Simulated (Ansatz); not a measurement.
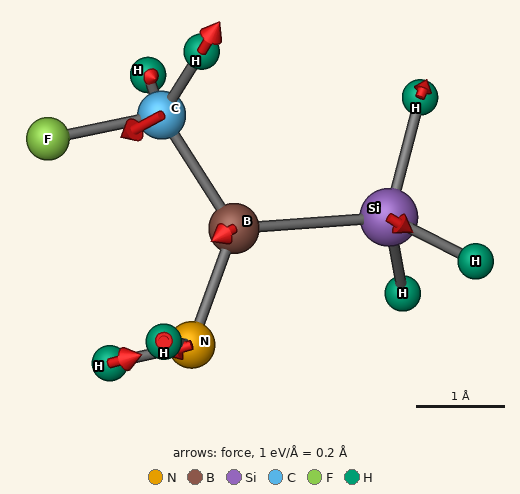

Starting geometry of CH₇BFNSi (coarse preliminary run) with the computed forces as red arrows. A ball-and-stick model, seen at a tilt.

The start comes from a force field.

All numbers below come from RKS PBE-D4/def2-SVP in Ansatz.

The input:
```yaml
crystal:
  periodic: [false, false, false]
  atoms:
    - {symbol: N, position_ang: [0.009200, 1.723400, 0.078300]}
    - {symbol: B, position_ang: [-0.030500, 0.244900, -0.014400]}
    - {symbol: Si, position_ang: [0.945000, -0.764300, 1.287200]}
    - {symbol: C, position_ang: [-0.750200, -0.510900, -1.161300]}
    - {symbol: F, position_ang: [-1.467000, 0.371200, -2.003200]}
    - {symbol: H, position_ang: [-1.036700, 2.084400, 0.146400]}
    - {symbol: H, position_ang: [0.350800, 2.134000, -0.839100]}
    - {symbol: H, position_ang: [0.879100, -2.185800, 1.014300]}
    - {symbol: H, position_ang: [0.459300, -0.457500, 2.686300]}
    - {symbol: H, position_ang: [2.398100, -0.383000, 1.254400]}
    - {symbol: H, position_ang: [-0.124000, -1.125700, -1.737500]}
    - {symbol: H, position_ang: [-1.556100, -1.186000, -0.677400]}
basis:
  gaussian: {orbitals: def2-SVP}
hamiltonian: {xc: pbe, dispersion: d4}
relax: {f_tol: 0.03, max_steps: 200}
```

Command:
```bash
ansatz run in.yaml --threads 4 --pin off --events-out ev --progress --plain --max-ram 10444MiB
```

Q: What follows when this structure is relaxed?

A: It isn't relaxed: the largest force vector, on C4, is 3.52 eV/Å. The final displacements have little in common with the starting forces (cosine between the two patterns 0.19). H7 moves most after the best rigid fit: 1.31 Å. By element the largest moves are H 1.31 Å, N 0.46 Å, F 0.35 Å, C 0.30 Å, Si 0.10 Å, B 0.10 Å. Some distances before and after: B2–Si3 1.914 → 2.030 Å, N1–H6 1.109 → 1.020 Å, N1–B2 1.482 → 1.395 Å, C4–H11 1.050 → 1.116 Å. Bond angles that change, for instance: B2–N1–H6 107.7° → 125.4°, H6–N1–H7 103.3° → 114.9°, B2–N1–H7 109.9° → 119.7°. Groups turn about B2–Si3 by about 55°. Over 19 accepted moves (20 points after the start) the energy falls by 1.808 eV. Largest force component: 3.1 eV/Å at the start, 0.023 eV/Å at the end. The line search rejected the trial step at point 10 of the run. Cost: 26 s on 4 threads of Arm Neoverse V2, with other jobs on the host.
